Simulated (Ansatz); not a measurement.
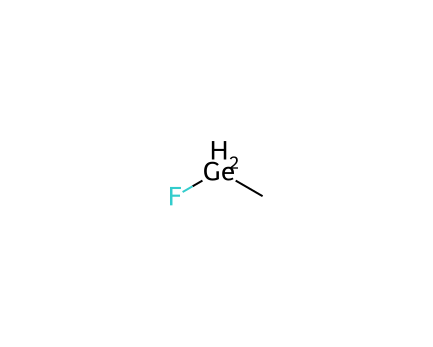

> Transcribe the drawing into SMILES.

[CH3][GeH2][F]

> What is the molecular formula?

CH5FGe.

> An optimisation with PBE0-D4/def2-TZVP gave a structure of which point group?

Cs.

More results for the same structure follow; atom numbers are the same in all pictures, views and colours differ. The computed structure is the end point of a PBE0-D4/def2-TZVP optimisation.

### Thermal motion

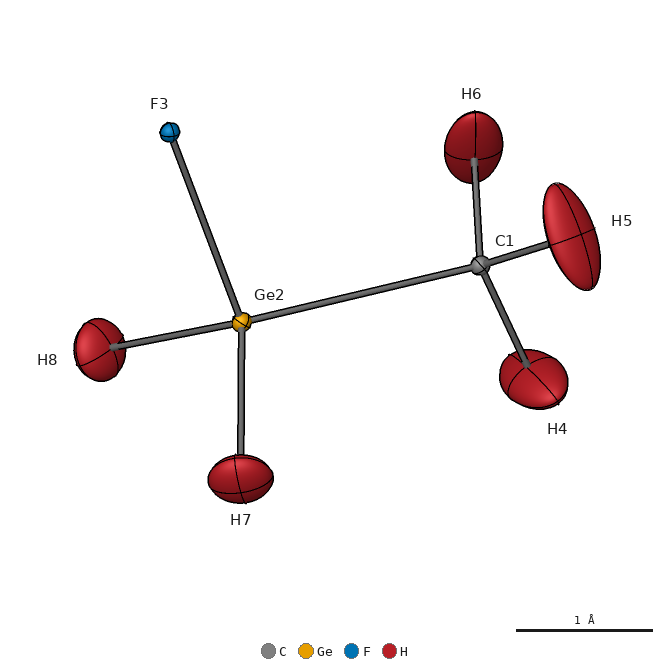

Displacement ellipsoids at the 50 % level, from the internal vibrations of the free molecule (harmonic, no overall translation or rotation; no half-axis is drawn under 0.075 Å). Vibrations computed with RKS PBE0-D4/def2-TZVP (Ansatz 0.2.0). Temperature: 100 K.

Give the displacement parameters, one line for each set of equivalent atoms.

| atom | U_eq (Å²) | rms amplitudes (Å) |
| --- | --- | --- |
| C1 | 0.0015 | 0.020, 0.039, 0.050 |
| Ge2 | 0.00015 | 0.009, 0.009, 0.016 |
| F3 | 0.0013 | 0.025, 0.031, 0.047 |
| H4 | 0.0350 | 0.085, 0.145, 0.277 |
| H5, H6 | 0.0321 | 0.075, 0.139, 0.267 |
| H7, H8 | 0.0181 | 0.088, 0.149, 0.156 |

### Charges

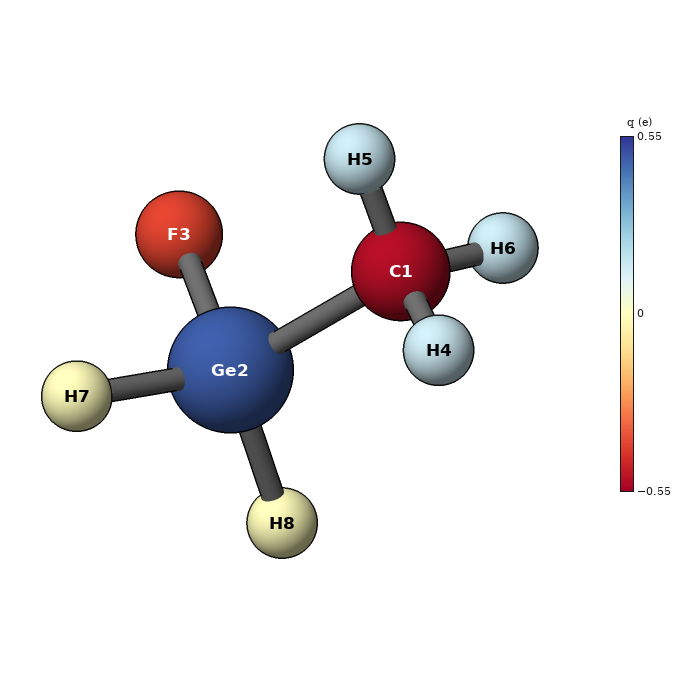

Atoms are coloured by their Mulliken charges. Method: RKS PBE0-D4/def2-TZVP (Ansatz 0.2.0).

> Which atom carries the highest charge (most positive or least negative)?

Ge2 (0.48 e).

> And the lowest?

C1 (−0.51 e).

List the Mulliken charges.

| atom | value (e) |
| --- | --- |
| C1 | −0.51 |
| Ge2 | 0.48 |
| F3 | −0.40 |
| H4 | 0.15 |
| H5 | 0.16 |
| H6 | 0.16 |
| H7 | −0.01 |
| H8 | −0.01 |

### Levels of theory compared

Program: Ansatz 0.2.0.

Tabulate dipole (D), HOMO energy (eV) at these levels: B3LYP-D4/def2-TZVPP; PBE-D4/def2-TZVPP; r2SCAN-D4/def2-TZVPP; ωB97M-V/def2-TZVPP.

```csv
level,dipole (D),HOMO energy (eV)
B3LYP-D4/def2-TZVPP,2.46,−8.86
PBE-D4/def2-TZVPP,2.34,−7.66
r2SCAN-D4/def2-TZVPP,2.42,−8.01
ωB97M-V/def2-TZVPP,2.45,−11.32
```

Mulliken values depend strongly on the basis set and can even reverse the polarity of a bond.
